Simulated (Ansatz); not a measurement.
A computed series for SrTiO3: pressure series

The parent structure is SrTiO3 in the cubic perovskite structure (space group Pm-3m, No. 221; a = 3.907 Å).

Cell and atoms are relaxed at each pressure.

Computed with r2SCAN (Ansatz, a quantum-chemistry and plane-wave program; PAW; 500 eV plane waves; scalar-relativistic without spin-orbit coupling).

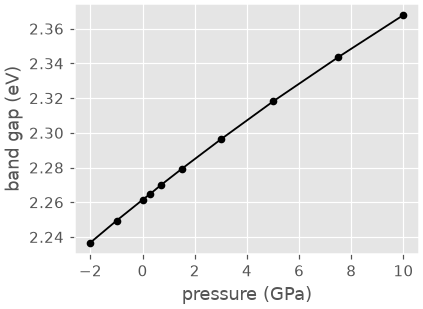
Fig. 1. Band gap against pressure

| pressure (GPa) | band gap |
|---|---|
| -2 | 2.24 eV |
| -1 | 2.25 eV |
| 0.3 | 2.26 eV |
| 0.7 | 2.27 eV |
| 1.5 | 2.28 eV |
| 3 | 2.30 eV |
| 5 | 2.32 eV |
| 7.5 | 2.34 eV |
| 10 | 2.37 eV |

Load acts through the strain it causes; cell and atoms are relaxed under it. No phonon test of stability was made. Competing high-pressure phases were not computed. All final runs are without spin polarisation. Many cubic perovskites are stable only at high temperature; tilts and polar distortions were not tested.
